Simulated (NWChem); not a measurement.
# SVWN5/cc-pVDZ run of SiHF3 (SMILES F[SiH](F)F)

What is the vertical ionisation energy of SiHF3 at SVWN5/cc-pVDZ? 

The results are computed with NWChem 7.3.0.

## (1) The molecule

SiHF3: 5 atoms, total charge 0, spin state singlet. SMILES: `F[SiH](F)F`. The shape is that of a PBE0-D4/def2-TZVP optimisation.

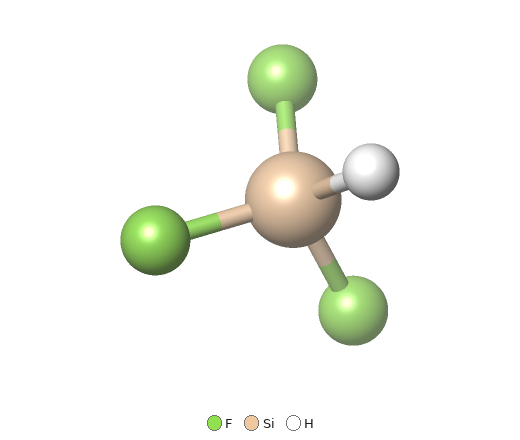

Viewed from a chosen angle; fluorine green, silicon light orange, hydrogen white.

## (2) The energy at SVWN5/cc-pVDZ

work.nw

```
start work
title "F3HSi"
memory stack 880 mb heap 220 mb global 1100 mb

geometry units angstrom noautosym nocenter noautoz
 F    -0.447100   -0.082200    1.491300
 Si    0.040700    0.001700   -0.001800
 F    -0.597100    1.281400   -0.657200
 F    -0.495900   -1.263300   -0.767200
 H     1.499400    0.062400   -0.065100
end

basis spherical bse
 * library cc-pVDZ
end

dft
 xc slater vwn_5
 grid fine
 convergence energy 1e-08
 iterations 100
 mulliken
 print low
end

task dft energy
```

Command:

```sh
$ nwchem work.nw > work.out
```

The program printed:

```text
[...]
 d= 0,ls=0.0,diis     1   -586.5979364112 -7.75D+02  2.59D-02  1.51D+00     1.3
[...]
 d= 0,ls=0.0,diis    10   -586.7288267186 -3.90D-11  6.39D-08  6.96D-11     8.0
         Total DFT energy =     -586.728826718588
      One electron energy =    -1194.377503528918
           Coulomb energy =      468.966329229977
    Exchange-Corr. energy =      -49.725516469190
 Nuclear repulsion energy =      188.407864049543
[...]
      Total Density - Mulliken Population Analysis
     ---------------------------------------------
    Atom       Charge   Shell Charges
 -----------   ------   -------------------------------------------------------
    1 F    9     9.21   2.01  0.88  1.00  3.34  1.98  0.00
    2 Si  14    13.32   2.00  2.04  0.76  0.13  6.02  1.29  0.38  0.70
    3 F    9     9.21   2.01  0.88  1.00  3.34  1.98  0.00
    4 F    9     9.21   2.01  0.88  1.00  3.34  1.98  0.00
    5 H    1     1.06   0.69  0.36  0.01
[...]
```

Wall time 8.7 s (1 thread of Intel Xeon 6975P-C (Granite Rapids), shared host); peak memory 0.11 GiB.

## (3) The doublet cation

job.nw

```
start job
title "F3HSi energy"
memory stack 880 mb heap 220 mb global 1100 mb
charge 1

geometry noautosym nocenter noautoz
   F    -0.447100   -0.082200    1.491300
   Si    0.040700    0.001700   -0.001800
   F    -0.597100    1.281400   -0.657200
   F    -0.495900   -1.263300   -0.767200
   H     1.499400    0.062400   -0.065100
end

basis "ao basis" spherical bse
   * library cc-pVDZ
end

dft
   xc slater vwn_5
   mult 2
   grid fine
   convergence energy 1e-08
   iterations 100
   mulliken
   noprint "final vectors analysis"
end

task dft energy
```

Command:

```sh
$ nwchem job.nw > job.out
```

The program printed:

```text
[...]
          Wavefunction type:  spin polarized.
          No. of atoms     :     5
          No. of electrons :    41
[...]
          Charge           :     1
          Spin multiplicity:     2
[...]
          AO basis - number of functions:    65
[...]
              XC Information
              --------------
                        Slater Exchange Functional  1.000 local
                      VWN V Correlation Functional  1.000 local
[...]
 d= 0,ls=0.0,diis     1   -585.8924659155 -7.74D+02  2.24D-02  9.08D-01     1.3
[...]
 d= 0,ls=0.5,diis    24   -586.2359460520 -7.36D-09  5.31D-08  9.04D-09    20.1
[...]
         Total DFT energy =     -586.235946057188
      One electron energy =    -1181.855624521767
           Coulomb energy =      456.501446738682
    Exchange-Corr. energy =      -49.289632323646
 Nuclear repulsion energy =      188.407864049543
[...]
      Total Density - Mulliken Population Analysis
     ---------------------------------------------
    Atom       Charge   Shell Charges
 -----------   ------   -------------------------------------------------------
    1 F    9     9.03   2.01  0.89  1.00  3.30  1.82  0.00
    2 Si  14    13.18   2.00  2.04  0.79  0.05  6.02  1.33  0.28  0.66
    3 F    9     9.03   2.01  0.89  1.00  3.30  1.82  0.00
    4 F    9     9.03   2.01  0.89  1.00  3.30  1.82  0.00
    5 H    1     0.73   0.58  0.13  0.01
[...]
      <S2> =      0.7519 (Exact =     0.7500)
[...]
```

Wall time 22 s (1 thread of Intel Xeon 6975P-C (Granite Rapids), shared host); peak memory 0.11 GiB.

## (4) Results

Level: SVWN5/cc-pVDZ.

| quantity | value |
| --- | --- |
| singlet SiHF3: total energy | -586.72883 Eh |
| doublet cation: total energy | -586.23595 Eh |
| doublet cation: ⟨S²⟩ | 0.752 |
| vertical ionisation energy (to the doublet cation) | 13.412 eV |

**Reading.** Removing an electron at fixed nuclei costs 13.41 eV (309 kcal/mol). Mulliken charges (doublet cation) run from -0.03 on F1 to +0.82 on Si2; they depend strongly on the basis.
